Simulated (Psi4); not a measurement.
# DSD-PBEB95/def2-TZVPPD (density fitting, core potential, density fitting for correlation) run of InSiH5 (InH2(SiH3))

What is the vertical electron affinity of InSiH5 (InH2(SiH3)) at DSD-PBEB95/def2-TZVPPD (density fitting, core potential, density fitting for correlation)? 

Program for the calculation: Psi4 1.11.

2 further runs of the same task are left out: 1 that didn't finish, 1 set aside as unsound or not needed.

### 1 Starting point

The species is InSiH5 (7 atoms), meant as a singlet with charge 0. As SMILES, `[H][In]([H])[SiH3]`. The shape comes from GFN2-xTB, which is rough for such elements, and wasn't checked as a minimum.

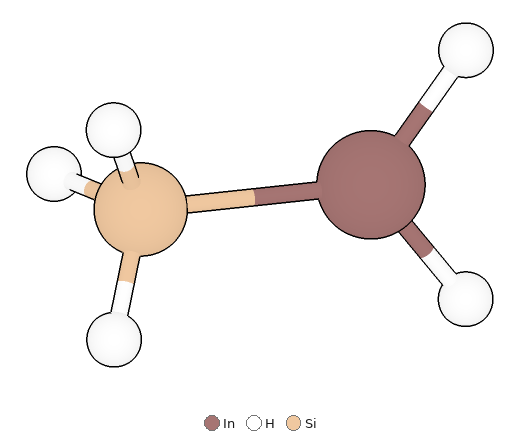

Viewed from a chosen angle; indium brown, hydrogen white, silicon light orange.

### 2 The energy at DSD-PBEB95/def2-TZVPPD (density fitting, core potential, density fitting for correlation)

job.json reads:

```json
{
  "schema_name": "qcschema_input",
  "schema_version": 1,
  "molecule": {
    "schema_name": "qcschema_molecule",
    "schema_version": 2,
    "symbols": ["In", "H", "H", "Si", "H", "H", "H"],
    "geometry": [1.31555174, 2.29864396, 0.0158926, 4.64632631, 2.71179478, 0.10040115, -0.00266451, 5.38570056, -0.04440856, -1.11741395, -1.94896904, -0.01891616, -3.60406677, -1.67019664, 1.20672241, 0.30768521, -3.90976776, 1.35482025, -1.54539913, -2.86722476, -2.61453058],
    "molecular_charge": 0,
    "molecular_multiplicity": 1
  },
  "driver": "energy",
  "model": {
    "method": "dsd-pbeb95",
    "basis": "def2-TZVPPD"
  },
  "keywords": {
    "scf_type": "df",
    "num_frozen_docc": 9
  }
}
```

On the command line:

```sh
$ psi4 --qcschema job.json -n 1 --memory 1600MB
```

stdout:

```text
[...]
    !!!  WARNING: ECP capability is in beta. Please check occupations closely.  !!!
[...]
  Running in c1 symmetry.
[...]
  Nuclear repulsion =  102.739956284349702
[...]
  Multiplicity = 1
[...]
  Nalpha       = 20
  Nbeta        = 20
[...]
    Number of basis functions: 189
[...]
   @DF-RKS iter   1:  -481.70368817512042   -1.06900e+00   2.57559e-03 DIIS/ADIIS
[...]
   @DF-RKS iter   7:  -481.81540471612601   -1.58103e-07   4.99998e-07 DIIS
[...]
    Orbital Energies [Eh]
    ---------------------
    Doubly Occupied:
       1A    -67.731423     2A     -5.792052     3A     -5.100791
       4A     -3.996351     5A     -3.996180     6A     -3.996110
       7A     -3.423975     8A     -3.412582     9A     -3.412315
      10A     -0.933597    11A     -0.927294    12A     -0.927112
      13A     -0.922893    14A     -0.918753    15A     -0.652354
      16A     -0.490032    17A     -0.437629    18A     -0.437062
      19A     -0.343300    20A     -0.328289
[...]
  @DF-RKS Final Energy:  -481.81540471612601
   => Energetics <=
    Nuclear Repulsion Energy =            102.7399562843497023
    One-Electron Energy =                -943.7546577868843087
    Two-Electron Energy =                 371.7451059368401047
    DFT Exchange-Correlation Energy =     -12.5458091504314702
    Empirical Dispersion Energy =           0.0000000000000000
    VV10 Nonlocal Energy =                  0.0000000000000000
    Total Energy =                       -481.8154047161260110
[...]
 Multipole Moments:
 ------------------------------------------------------------------------------------
     Multipole            Electronic (a.u.)      Nuclear  (a.u.)        Total (a.u.)
 ------------------------------------------------------------------------------------
 L = 1.  Multiply by 2.5417464519 to convert [e a0] to [Debye]
 Dipole X            :         20.4250737          -20.5843316           -0.1592580
 Dipole Y            :         35.6721810          -35.9469204           -0.2747394
 Dipole Z            :          0.2754529           -0.2796005           -0.0041476
 Magnitude           :                                                    0.3175879
[...]
```

The result, in JSON:

```text
{
 "driver": "energy",
 "model": {
  "method": "dsd-pbeb95",
  "basis": "def2-TZVPPD"
 },
 "success": true,
 "return_result": -482.01658138204607,
 "properties": {
  "calcinfo_nbasis": 189,
  "calcinfo_nmo": 189,
  "calcinfo_nalpha": 20,
  "calcinfo_nbeta": 20,
  "calcinfo_natom": 7,
  "nuclear_repulsion_energy": 102.7399562843497,
  "return_energy": -482.01658138204607,
  "scf_one_electron_energy": -943.7546577868843,
  "scf_two_electron_energy": 371.7451059368401,
  "scf_xc_energy": -12.54580915043147,
  "scf_dipole_moment": [-0.15925797664120012, -0.2747394162457937, -0.004147643515538146],
  "scf_total_energy": -481.815404716126,
  "scf_iterations": 7
 }
}
```

Run time: 45 s. Hardware: 1 thread of Intel Xeon Platinum 8259CL at 2.50GHz (Skylake/Cascade Lake), shared host; peak memory 1.1 GiB.

### 3 The doublet anion

h5insi.py reads:

```python
import psi4

psi4.set_memory(1600000000)
psi4.set_num_threads(1)
psi4.core.set_output_file('run.log', False)

geom = psi4.geometry("""
-1 2
In     1.31555174     2.29864396     0.01589260
H      4.64632631     2.71179478     0.10040115
H     -0.00266451     5.38570056    -0.04440856
Si    -1.11741395    -1.94896904    -0.01891616
H     -3.60406677    -1.67019664     1.20672241
H      0.30768521    -3.90976776     1.35482025
H     -1.54539913    -2.86722476    -2.61453058
units au
""")

psi4.set_options({
    'basis': 'def2-TZVPPD',
    'reference': 'uks',
    'scf_type': 'df',
    'num_frozen_docc': 9,
})

e_tot = psi4.energy("dsd-pbeb95")
print('E =', round(e_tot, 9))
```

On the command line:

```sh
$ python h5insi.py
```

run.log:

```text
[...]
    !!!  WARNING: ECP capability is in beta. Please check occupations closely.  !!!
[...]
  Running in c1 symmetry.
[...]
  Nuclear repulsion =  102.739956284349702
[...]
  Multiplicity = 2
[...]
  Nalpha       = 21
  Nbeta        = 20
[...]
    Number of basis functions: 189
[...]
   @DF-UKS iter   1:  -481.59883403775927   -9.64148e-01   3.19310e-03 DIIS/ADIIS
[...]
   @DF-UKS iter   9:  -481.82578720505876   -1.41578e-07   4.12030e-07 DIIS
[...]
   @S^2 Observed:                7.583317596E-01
[...]
    Orbital Energies [Eh]
    ---------------------
    Alpha Occupied:
       1A    -67.569503     2A     -5.628886     3A     -4.889273
       4A     -3.833437     5A     -3.833249     6A     -3.832566
       7A     -3.208391     8A     -3.203046     9A     -3.202732
      10A     -0.717505    11A     -0.716258    12A     -0.713853
      13A     -0.713564    14A     -0.712207    15A     -0.491647
      16A     -0.309905    17A     -0.283849    18A     -0.283687
      19A     -0.158752    20A     -0.150038    21A      0.005376
    Alpha Virtual:
      22A      0.140829    23A      0.160956    24A      0.181799
      25A      0.185594    26A      0.193338    27A      0.197151
[...]
  @DF-UKS Final Energy:  -481.82578720505876
   => Energetics <=
    Nuclear Repulsion Energy =            102.7399562843497023
    One-Electron Energy =                -951.2336000274176513
    Two-Electron Energy =                 379.2661139106205610
    DFT Exchange-Correlation Energy =     -12.5982573726113536
    Empirical Dispersion Energy =           0.0000000000000000
    VV10 Nonlocal Energy =                  0.0000000000000000
    Total Energy =                       -481.8257872050587594
[...]
 Multipole Moments:
 ------------------------------------------------------------------------------------
     Multipole            Electronic (a.u.)      Nuclear  (a.u.)        Total (a.u.)
 ------------------------------------------------------------------------------------
 L = 1.  Multiply by 2.5417464519 to convert [e a0] to [Debye]
 Dipole X            :         20.2999967          -20.5843316           -0.2843349
 Dipole Y            :         35.4451036          -35.9469204           -0.5018168
 Dipole Z            :          0.1621826           -0.2796005           -0.1174179
 Magnitude           :                                                    0.5886029
[...]
```

On the terminal:

```text
E = -482.035245342
```

It took 64 s on 1 thread of Intel Xeon Platinum 8259CL at 2.50GHz (Skylake/Cascade Lake), shared host; peak memory 1.1 GiB.

### 4 What came out

Level: DSD-PBEB95/def2-TZVPPD (density fitting, core potential, density fitting for correlation), 9 core orbitals frozen.

| quantity | value |
| --- | --- |
| singlet InSiH5: total energy | -482.01658 Eh |
| singlet InSiH5: HOMO energy (SCF part's orbitals) | -8.93 eV |
| singlet InSiH5: LUMO energy (SCF part's orbitals) | -0.70 eV |
| singlet InSiH5: HOMO–LUMO gap (SCF part's orbitals) | 8.23 eV |
| doublet anion: total energy | -482.03525 Eh |
| doublet anion: HOMO energy (SCF part's orbitals) (highest over α and β) | 0.15 eV |
| doublet anion: LUMO energy (SCF part's orbitals) (lowest over α and β) | 3.83 eV |
| doublet anion: ⟨S²⟩ | 0.758 |
| vertical electron affinity (to the doublet anion) | 0.508 eV |

In words: At fixed nuclei the extra electron is bound by 0.51 eV (11.7 kcal/mol). The HOMO (doublet anion) lies at positive energy, 0.15 eV; only total energies tell whether the electron is bound.
